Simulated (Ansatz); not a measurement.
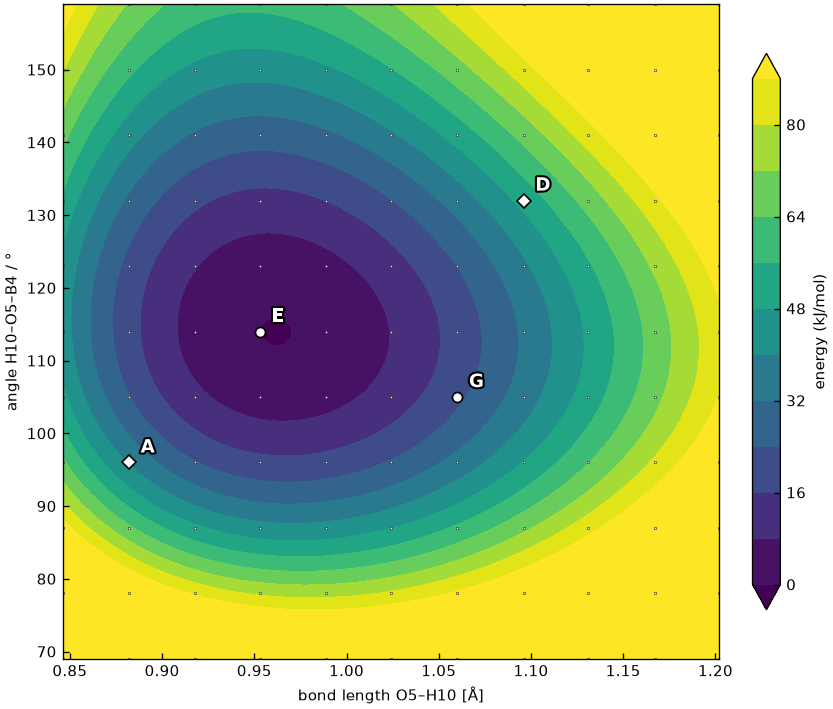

BClH₅NOSi, SMILES N[SiH](Cl)BO. Coordinates scanned: (1) bond length O5–H10; (2) angle H10–O5–B4. Nothing is relaxed (all other coordinates rigid). The scan uses an 11 × 11 grid. Points are written as (first, second). All energies are given in kJ/mol relative to the lowest grid point. The calculation used RKS PBE0-D4/def2-TZVP (Ansatz 0.2.0).

The picture shows filled contours, dots at the grid points, one colour for all values above the top of the scale, lettered points. Between grid points the surface is interpolated.

> Is A the lowest point of the computed grid?

No. A lies 39 kJ/mol above the lowest grid point, which is at (0.953 Å, 114°).

> What kind of point is each of A, D, E, G: minimum, saddle, maximum or slope?

A: on a slope; D: on a slope; E: minimum; G: on a slope. (In these two coordinates alone; a stationary point may lie a little off the grid point.)

> Rank the lettered points by energy, lowest first.

E (0 kJ/mol), G (22 kJ/mol), A (39 kJ/mol), D (50 kJ/mol).
